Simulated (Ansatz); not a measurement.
**SiH3O (doublet): wave-function methods side by side at distance Si1–O2 = 1.792 Å, cc-pVDZ**

How much of the correlation energy of SiH3O (doublet) does each wave-function method recover here?

Program: Ansatz 0.2.0, Gaussian basis. Level of theory: cc-pVDZ, core rule «outside noble gas», up to 6 orbitals frozen. These are calculated values, not measurements.

The runs, in order: UHF; CCSD(T) on ROHF; CCSD(T) on UHF; BCCD(T) on ROHF; CISD; CCSDT(Q) on ROHF; CCSDT(Q) on UHF; CASSCF and MRCISD+Q, 3 electrons in 3 orbitals; CASSCF and NEVPT2, 3 electrons in 3 orbitals.

26 further runs of the same task are left out: 1 for a mislabelled method, 1 for a known fault of the program, 20 that didn't finish, 4 set aside as unsound or not needed.

### Step 1. The system

The geometry derives from a PBE0/def2-TZVP stationary point (not a proven minimum). One bond is set to the value named and the two fragments are kept rigid.

5 atoms, charge 0, spin multiplicity 2.

Atoms are counted from 1 here; the program's logs count them from 0.

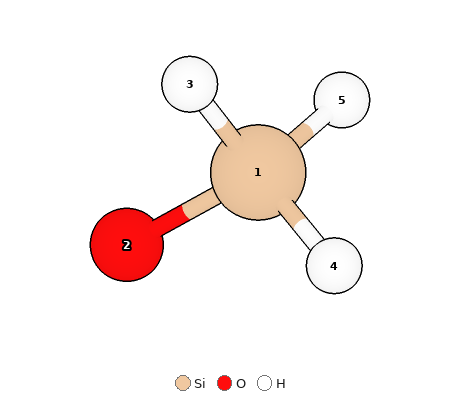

The geometry (silicon light orange, oxygen red, hydrogen white); atoms are numbered from 1 in the order of the file.

### Step 2. UHF

Contents of in.yaml:

```yaml
crystal:
  periodic: [false, false, false]
  atoms:
    - {symbol: Si, position_ang: [0.004771, 0.000000, 0.578475]}
    - {symbol: O, position_ang: [-0.023360, 0.000002, -1.213304]}
    - {symbol: H, position_ang: [1.476980, -0.000114, 0.828881]}
    - {symbol: H, position_ang: [-0.619470, 1.217950, 1.155771]}
    - {symbol: H, position_ang: [-0.619658, -1.217854, 1.155771]}
basis:
  gaussian: {orbitals: cc-pVDZ}
magnetization: {spin_polarized: true, initial_magnetization: 1}
hamiltonian: {xc: hf}
output: {orbitals: {seedname: orbitals}}
```

Run with:

```sh
$ ansatz run in.yaml --threads 1 --pin off --events-out ev --progress --plain --max-ram 2393MiB
```

Further steps of the session: CCSD(T) on ROHF; CCSD(T) on UHF; BCCD(T) on ROHF; CISD; CCSDT(Q) on ROHF; CCSDT(Q) on UHF; CASSCF and MRCISD+Q, 3 electrons in 3 orbitals; CASSCF and NEVPT2, 3 electrons in 3 orbitals.

**Question.** What will the summary of the whole plan be? Wanted: UCCSDT(Q) below the RHF energy; RMP2 from UCCSDT(Q); UMP2 from UCCSDT(Q); RCCSD from UCCSDT(Q); RCCSD(T) from UCCSDT(Q); UCCSD(T) from UCCSDT(Q); RCCSDT(Q) from UCCSDT(Q); NEVPT2 pair from UCCSDT(Q); MRCISD+Q pair from UCCSDT(Q).

The runs gave:

| quantity | value |
| --- | --- |
| UCCSDT(Q) below the RHF energy | -7.9412 eV |
| RMP2 from UCCSDT(Q) | +112.7 kJ/mol |
| UMP2 from UCCSDT(Q) | +112.6 kJ/mol |
| RCCSD from UCCSDT(Q) | +18.0 kJ/mol |
| RCCSD(T) from UCCSDT(Q) | +3.8 kJ/mol |
| UCCSD(T) from UCCSDT(Q) | +3.8 kJ/mol |
| RCCSDT(Q) from UCCSDT(Q) | +0.2 kJ/mol |
| NEVPT2 pair from UCCSDT(Q) | +111.6 kJ/mol |
| MRCISD+Q pair from UCCSDT(Q) | +7.0 kJ/mol |
| levels within 1 kcal/mol (43 meV) | RCCSD(T), UCCSD(T), BCCD(T), RCCSDT, UCCSDT, RCCSDT(Q) |
| T1 diagnostic | 0.020 |

What this shows: RCCSD(T) misses by +3.8 kJ/mol, 0.5 % of the correlation energy. Of the multireference levels listed MRCISD+Q pair comes nearest in total energy (+7.0 kJ/mol), which doesn't show that its space is the better one. These misses are within one basis, not against nature; the frozen cores of restricted and unrestricted runs differ, which can shift their rows.
